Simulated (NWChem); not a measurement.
**C2H7BOS (SMILES CSB(C)O) at 3 levels**

We compute a comparison of 3 runs (HF/STO-3G, HF/3-21G, B3LYP/6-31G*) of C2H7BOS. 

Program for the calculation: NWChem 7.3.0.

**1. Starting point**

C2H7BOS has 12 atoms, charge 0, and is taken as a singlet. SMILES: `CSB(C)O`. The shape is that of a PBE0-D4/def2-TZVP optimisation. This is one conformer, not always the lowest.

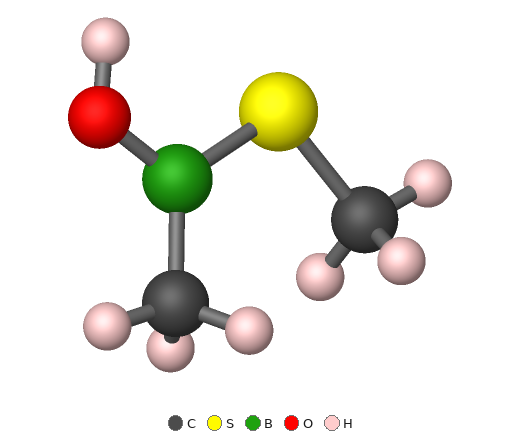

The structure, seen from a chosen angle (carbon dark grey, sulfur yellow, boron green, oxygen red, hydrogen pink).

**2. Energy and forces at HF/STO-3G (run 1)**

c2h7bos.xyz

```xyz
12

C     -1.402400     0.165000     1.280100
S     -0.420800     1.448300     0.472000
B      0.714300     0.518900    -0.600900
C      0.724300    -1.043000    -0.704600
O      1.599400     1.231600    -1.353000
H     -1.952200    -0.425200     0.548600
H     -2.113100     0.671400     1.931900
H     -0.772100    -0.487100     1.883100
H      0.905800    -1.509400     0.268500
H      1.495500    -1.384900    -1.397200
H     -0.240600    -1.425300    -1.051800
H      1.538900     2.184300    -1.242900
```

c2h7bos.nw

```
start c2h7bos
memory total 2200 mb

geometry units angstrom noautosym nocenter noautoz
load c2h7bos.xyz
end

basis "ao basis" spherical bse
* library STO-3G
end

scf
singlet
rhf
thresh 1e-08
maxiter 80
print medium
end

task scf gradient
```

Run with:

```sh
nwchem c2h7bos.nw > c2h7bos.out
```

The program printed:

```text
[...]
  functions       =    36
[...]
  wavefunction    = RHF
[...]
         Total SCF energy =   -570.377877782528
      One-electron energy =  -1217.436156245326
      Two-electron energy =    431.737917541643
 Nuclear repulsion energy =    215.320360921155
        Time for solution =      2.8s
[...]
                         RHF ENERGY GRADIENTS
    atom               coordinates                        gradient
                 x          y          z           x          y          z
   1 C      -2.650152   0.311805   2.419038   -0.005904  -0.008122   0.004780
   2 S      -0.795197   2.736890   0.891951   -0.007304   0.007226   0.006994
   3 B       1.349831   0.980579  -1.135536    0.003777  -0.032260  -0.005373
   4 C       1.368729  -1.970984  -1.331501   -0.000529   0.018033   0.001808
   5 O       3.022428   2.327387  -2.556799    0.003150   0.042623  -0.000318
   6 H      -3.689123  -0.803511   1.036704   -0.000294   0.001300  -0.005219
   7 H      -3.993180   1.268762   3.650762   -0.001070   0.005008   0.001131
   8 H      -1.459057  -0.920486   3.558543    0.005283   0.000951   0.001054
   9 H       1.711714  -2.852352   0.507391   -0.000345  -0.003767   0.007278
  10 H       2.826085  -2.617082  -2.640325    0.005291  -0.000465  -0.004689
  11 H      -0.454668  -2.693426  -1.987614   -0.007437  -0.003160  -0.001003
[...]
```

Run time: 4.2 s. Hardware: 1 thread of Intel Xeon Platinum 8559C (Emerald Rapids), shared host; peak memory 0.099 GiB.

**3. Energy and gradient at HF/3-21G (run 2)**

run.py

```python
from ase import Atoms
from ase.calculators.nwchem import NWChem

atoms = Atoms(['C', 'S', 'B', 'C', 'O', 'H', 'H', 'H', 'H', 'H', 'H', 'H'], positions=[
    [-1.402400, 0.165000, 1.280100],
    [-0.420800, 1.448300, 0.472000],
    [0.714300, 0.518900, -0.600900],
    [0.724300, -1.043000, -0.704600],
    [1.599400, 1.231600, -1.353000],
    [-1.952200, -0.425200, 0.548600],
    [-2.113100, 0.671400, 1.931900],
    [-0.772100, -0.487100, 1.883100],
    [0.905800, -1.509400, 0.268500],
    [1.495500, -1.384900, -1.397200],
    [-0.240600, -1.425300, -1.051800],
    [1.538900, 2.184300, -1.242900],
])

calc = NWChem(
    label='calc',
    theory='scf',
    memory='2200 mb',
    basis='3-21G',
    basispar='spherical bse',
    scf={'nopen': '0', 'rhf': None, 'thresh': '1e-08', 'maxiter': '80'},
)
atoms.calc = calc

forces = atoms.get_forces()
print("Total energy (eV):", round(atoms.get_potential_energy(), 6))
print("forces (eV/A):")
for s, f in zip(atoms.symbols, forces):
    print(f"{s:2s} {f[0]:10.5f} {f[1]:10.5f} {f[2]:10.5f}")
print("dipole (e A):", atoms.get_dipole_moment().round(4))
```

Run with:

```sh
export ASE_NWCHEM_COMMAND="nwchem PREFIX.nwi > PREFIX.nwo"
python run.py
```

The program printed:

```text
Total energy (eV): -15619.888176
forces (eV/A):
C    -1.21114   -1.23793    1.02078
S     0.26128    1.40135   -0.15447
B     0.31023   -1.03405   -0.33579
C    -0.06628   -0.39220    0.03780
O     0.13061    0.41395   -0.09369
H     0.18980    0.19844    0.26883
H     0.23865   -0.21916   -0.22004
H    -0.23721    0.22415   -0.21422
H     0.00149    0.04551   -0.18964
H    -0.18538    0.13622    0.17062
H     0.18455    0.03013    0.02797
H     0.38340    0.43369   -0.31815
dipole (e A): [-0.1507 -0.1679  0.1248]
```

The calculator wrote calc.nwi:

```
title "calc"

permanent_dir calc

scratch_dir calc

start calc

geometry units angstrom nocenter noautosym noautoz
  C  -1.4024000000000001e+00 1.6500000000000001e-01 1.2801000000000000e+00
  S  -4.2080000000000001e-01 1.4482999999999999e+00 4.7199999999999998e-01
  B  7.1430000000000005e-01 5.1890000000000003e-01 -6.0089999999999999e-01
  C  7.2430000000000005e-01 -1.0429999999999999e+00 -7.0460000000000000e-01
  O  1.5993999999999999e+00 1.2316000000000000e+00 -1.3530000000000000e+00
  H  -1.9521999999999999e+00 -4.2520000000000002e-01 5.4859999999999998e-01
  H  -2.1131000000000002e+00 6.7140000000000000e-01 1.9319000000000000e+00
  H  -7.7210000000000001e-01 -4.8709999999999998e-01 1.8831000000000000e+00
  H  9.0580000000000005e-01 -1.5094000000000001e+00 2.6850000000000002e-01
  H  1.4955000000000001e+00 -1.3849000000000000e+00 -1.3972000000000000e+00
  H  -2.4060000000000001e-01 -1.4253000000000000e+00 -1.0518000000000001e+00
  H  1.5388999999999999e+00 2.1842999999999999e+00 -1.2428999999999999e+00
end

memory 2200 mb

basis spherical bse noprint
   * library 3-21G
end

scf
  nopen 0
  rhf
  thresh 1e-08
  maxiter 80
end

task scf gradient
```

calc.nwo:

```text
Northwest Computational Chemistry Package (NWChem) 7.3.0
             --------------------------------------------------------

           Job information
           ---------------

    nwchem branch   = 7.3.0
    use scalapack   = T
    input           = calc.nwi
    prefix          = calc.
    data base       = calc/calc.db
    status          = startup
    nproc           =        1

           Memory information
           ------------------

[... 5 lines left out ...]
    hardfail = no
[... 142 lines left out ...]
         Quadratically convergent ROHF
[... 14 lines left out ...]
       Final RHF  results
[... 4 lines left out ...]
      Two-electron energy =    428.115739557217
[... 43 lines left out ...]
                       ROHF Final Molecular Orbital Analysis
[... 262 lines left out ...]
                 ----------------------------------------
                 |  Time  |  1-e(secs)   |  2-e(secs)   |
                 ----------------------------------------
                 |  CPU   |       0.00   |       0.89   |
                 ----------------------------------------
                 |  WALL  |       0.00   |       0.89   |
                 ----------------------------------------

 Task  times  cpu:        4.2s     wall:        4.2s
 Total times  cpu:        4.2s     wall:        4.2s
```

Run time: 5.4 s. Hardware: 1 thread of Intel Xeon Platinum 8559C (Emerald Rapids), shared host; peak memory 0.1 GiB.

**4. Energy and gradient at B3LYP/6-31G(d) (Cartesian functions) (run 3)**

m1.nw

```
start m1
title "C2H7BOS gradient"
memory stack 880 mb heap 220 mb global 1100 mb
charge 0

geometry units angstrom noautosym nocenter noautoz
C       -1.402400       0.165000       1.280100
S       -0.420800       1.448300       0.472000
B        0.714300       0.518900      -0.600900
C        0.724300      -1.043000      -0.704600
O        1.599400       1.231600      -1.353000
H       -1.952200      -0.425200       0.548600
H       -2.113100       0.671400       1.931900
H       -0.772100      -0.487100       1.883100
H        0.905800      -1.509400       0.268500
H        1.495500      -1.384900      -1.397200
H       -0.240600      -1.425300      -1.051800
H        1.538900       2.184300      -1.242900
end

basis "ao basis" cartesian
* library 6-31G*
end

dft
xc b3lyp
mult 1
grid fine
convergence energy 1e-08
maxiter 100
mulliken
end

task dft gradient
```

Run with:

```sh
nwchem m1.nw > m1.out
```

The program printed:

```text
[...]
          Wavefunction type:  closed shell.
          No. of atoms     :    12
          No. of electrons :    48
[...]
          Charge           :     0
          Spin multiplicity:     1
[...]
          AO basis - number of functions:    93
[...]
              XC Information
              --------------
                         B3LYP Method XC Potential
                     Hartree-Fock (Exact) Exchange  0.200
                        Slater Exchange Functional  0.800 local
                    Becke 1988 Exchange Functional  0.720 non-local
              Lee-Yang-Parr Correlation Functional  0.810
                  VWN I RPA Correlation Functional  0.190 local
[...]
 d= 0,ls=0.0,diis     1   -578.6983926475 -7.94D+02  1.22D-02  8.14D-01     2.7
[...]
 d= 0,ls=0.0,diis    10   -578.7793501899 -1.18D-09  2.72D-07  1.34D-09    22.6
         Total DFT energy =     -578.779350189888
      One electron energy =    -1221.925826668947
           Coulomb energy =      479.729804447934
    Exchange-Corr. energy =      -51.903688890031
 Nuclear repulsion energy =      215.320360921155
[...]
      Total Density - Mulliken Population Analysis
     ---------------------------------------------
    Atom       Charge   Shell Charges
 -----------   ------   -------------------------------------------------------
    1 C    6     6.58   1.99  0.68  2.10  0.70  1.07  0.03
    2 S   16    16.07   2.00  1.99  5.97  1.39  3.09  0.49  1.14  0.02
    3 B    5     4.65   1.99  0.55  1.43  0.27  0.32  0.10
    4 C    6     6.60   1.99  0.67  2.15  0.66  1.10  0.02
    5 O    8     8.54   1.99  0.91  2.95  0.90  1.76  0.03
    6 H    1     0.81   0.52  0.29
    7 H    1     0.81   0.52  0.29
    8 H    1     0.81   0.52  0.29
    9 H    1     0.85   0.52  0.33
   10 H    1     0.84   0.52  0.32
[...]
  wavefunction    = closed shell
[...]
```

Run time: 31 s. Hardware: 1 thread of Intel Xeon Platinum 8559C (Emerald Rapids), shared host; peak memory 0.13 GiB.

**5. Overview of the runs**

```
run                               level  Cartesian functions  iteration cap  energy (Eh)  dipole moment (D)  HOMO energy (eV)  LUMO energy (eV)  wall time
  1                           HF/STO-3G                   no             80  -570.377878               0.68             -7.06              8.75      4.2 s
  2                            HF/3-21G                   no             80  -574.020308               1.24             -9.95              4.76      5.4 s
  3  B3LYP/6-31G* (Cartesian functions)                  yes            100  -578.779350               1.05             -6.63              0.76       31 s
```

**6. Results**

| quantity | value |
| --- | --- |
| run 3: total energy | -578.77935 Eh |
| run 3: dipole moment | 1.05 D |
| run 3: HOMO energy | -6.63 eV |
| run 3: LUMO energy | 0.76 eV |
| run 3: HOMO–LUMO gap | 7.39 eV |
| run 3: largest force on an atom | 0.614 eV/Å |

The dipole moment (its size) runs from 0.68 D (HF/STO-3G) to 1.24 D (HF/3-21G). The HOMO–LUMO gap runs from 7.39 eV (B3LYP/6-31G*) to 15.81 eV (HF/STO-3G). The two ends differ in method and basis. In run 1 the basis is minimal, so the values are rough. All runs together took 40 s, the longest 31 s.
